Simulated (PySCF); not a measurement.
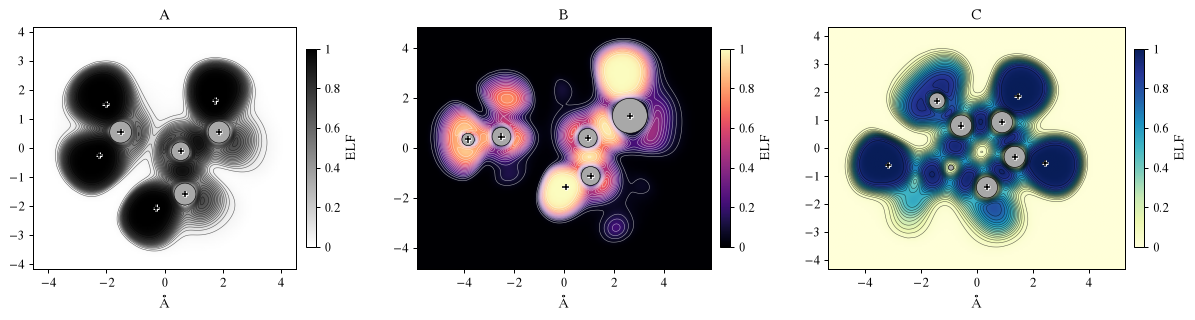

The ELF of 3 systems, each on a plane through atoms (crosses mark nuclei in the plane; grey discs cover the cores).

The calculation used PySCF, PBE0/pcSseg-1, SCF density, gas phase, non-relativistic.

System 1: C5H12N (charge +1), the plane of atoms N2, C1 and H8. Geometry: PBE0-D3(BJ)/def2-SVP.

```xyz
18

C    -0.7564   -1.3803   -0.4355
N    -0.3417   -0.0395    0.0395
C    -1.5056    0.7291    0.5281
C     0.5489    0.6796   -0.9652
C     1.7913    0.3215   -0.1473
C     0.8521   -0.1052    0.9831
H    -1.4775   -1.2626   -1.2546
H     0.1238   -1.9287   -0.7936
H    -1.2212   -1.9264    0.3955
H    -1.1713    1.7127    0.8795
H    -1.9772    0.1809    1.3543
H    -2.2237    0.8525   -0.2933
H     0.4442    0.2676   -1.9772
H     0.2956    1.7476   -0.9740
H     2.3734   -0.5065   -0.5720
H     2.4715    1.1501    0.0814
H     0.7255    0.6391    1.7798
H     0.9744   -1.1020    1.4260
```

System 2: C6H6O2, the plane of atoms C4, C5 and H13. Geometry: GFN2-xTB, MD frame at 250 fs, 400 K.

```tsv
atom	x (Å)	y (Å)	z (Å)
O	1.5556	-0.1594	-2.2986
C	1.4978	0.3817	-1.2426
C	0.8941	-0.2222	0.0837
C	0.3120	-1.6146	-0.0686
C	-0.9658	-1.5237	0.6572
C	-1.3925	-0.3229	0.9937
C	-0.3493	0.6048	0.5412
O	-0.3313	1.8387	0.5717
H	1.9911	1.4173	-1.1154
H	1.5885	-0.0997	0.8388
H	-0.0503	-1.9427	-1.0316
H	0.9313	-2.3998	0.4059
H	-1.5289	-2.4392	0.9502
H	-2.3016	-0.0319	1.5321
```

System 3: C5H13F3Si2, the plane of atoms C3, C2 and H15. Geometry: GFN2-xTB.

| atom | x (Å) | y (Å) | z (Å) |
| --- | --- | --- | --- |
| C | -2.2411 | -0.6795 | 0.5299 |
| C | -1.0465 | 0.1334 | 1.0095 |
| C | -0.2343 | 0.7846 | -0.1117 |
| Si | -1.2295 | 2.0795 | -1.1103 |
| C | 0.3994 | -0.2383 | -1.0673 |
| Si | 1.5183 | -1.5531 | -0.2761 |
| C | 2.7890 | -0.5956 | 0.8532 |
| F | 2.2607 | -0.1625 | 2.0176 |
| F | 3.3044 | 0.4990 | 0.2527 |
| F | 3.8455 | -1.3630 | 1.1929 |
| H | -1.9259 | -1.5018 | -0.1080 |
| H | -2.9324 | -0.0514 | -0.0273 |
| H | -2.7733 | -1.0998 | 1.3806 |
| H | -1.4025 | 0.9218 | 1.6771 |
| H | -0.3908 | -0.5139 | 1.6013 |
| H | 0.5843 | 1.3235 | 0.3790 |
| H | -2.0108 | 2.9044 | -0.1890 |
| H | -0.2820 | 2.9030 | -1.8635 |
| H | -2.1182 | 1.4047 | -2.0612 |
| H | 1.0002 | 0.3104 | -1.7994 |
| H | -0.3813 | -0.7404 | -1.6406 |
| H | 0.8926 | -2.5148 | 0.6304 |
| H | 2.3693 | -2.2232 | -1.2596 |

Question: Which map belongs to which system?

Answer: Panel A is system 1, C5H12N: the plane holds C, N and H. C–N (1.48 Å): the ELF peaks at about 0.95 between the atoms: a shared electron pair. Panel B is system 3, C5H13F3Si2: the plane holds C, Si, F and H. C–F (1.35 Å): the ELF peaks at about 0.80 between the atoms; a shared but strongly polarised pair. Panel C is system 2, C6H6O2: the plane holds C, O and H. C–C (1.32 Å): the ELF peaks at about 0.95 between the atoms; a short, multiple covalent bond.
